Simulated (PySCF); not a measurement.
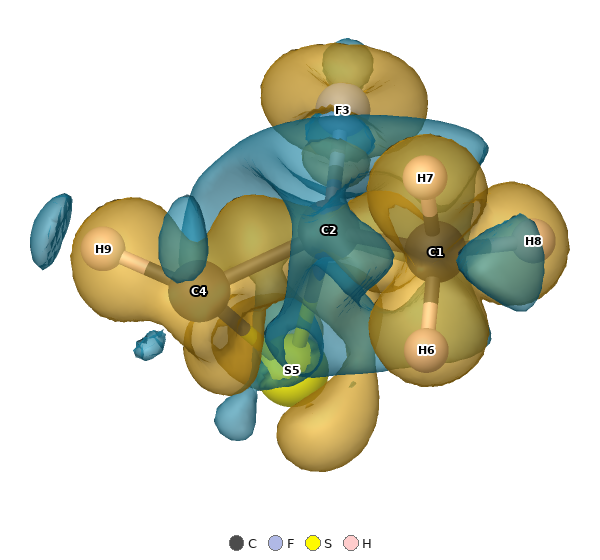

C3H4FS, doublet, SMILES `CC1(F)[CH]S1`. Deformation density (molecule less spherical, spin-averaged free atoms at the same positions), surfaces at ±0.05 e/Å³; yellow: gain, teal: loss.

Level of theory: B3LYP/def2-SVPD (PySCF), at a geometry from GFN2-xTB. No frequency check shows the geometry to be a minimum. The stability of the open-shell solution wasn't checked. GFN2-xTB bond lengths at metals and heavier atoms can be off by up to 0.1 Å and shapes distorted, which carries into these values. GFN2-xTB doesn't know the spin state, so this open-shell geometry is rough.

Cartesian coordinates (Å):

```
C1       1.4235   -1.0423    0.0321
C2       0.4536    0.0954    0.1360
F3       0.9899    1.2517   -0.3700
C4      -0.5874    0.1792    1.1289
S5      -1.2973   -0.2323   -0.3891
H6       0.9568   -1.9588    0.3801
H7       2.2923   -0.8212    0.6516
H8       1.7531   -1.1662   -0.9977
H9      -0.8936    1.0047    1.7392
```

> How much density has each bond gained at its critical point, relative to the free atoms?

C4–H9: +0.72 e/Å³ at the bond critical point (bond length 1.07 Å). C1–H6: +0.70 e/Å³ at the bond critical point (bond length 1.09 Å). C1–H8: +0.69 e/Å³ at the bond critical point (bond length 1.09 Å). C1–H7: +0.68 e/Å³ at the bond critical point (bond length 1.09 Å). C2–C4: +0.55 e/Å³ at the bond critical point (bond length 1.44 Å). C1–C2: +0.51 e/Å³ at the bond critical point (bond length 1.50 Å). C4–S5: +0.20 e/Å³ at the bond critical point (bond length 1.73 Å). C2–S5: +0.10 e/Å³ at the bond critical point (bond length 1.86 Å). C2–F3: −0.02 e/Å³ at the bond critical point (bond length 1.37 Å); up to 0.6 Å beside the axis the gain reaches +0.22 e/Å³. In all, 1.9 electrons gather in the regions of gain relative to the promolecule. A small or negative value marks a very polar bond, one between electron-rich atoms, whose free-atom densities already overlap strongly, a long bond to a heavier atom, or a closed-shell contact such as a hydrogen bond.

The PySCF run took 34 s on 1 thread of Arm Neoverse V2 (shared host), peak memory 0.55 GiB.
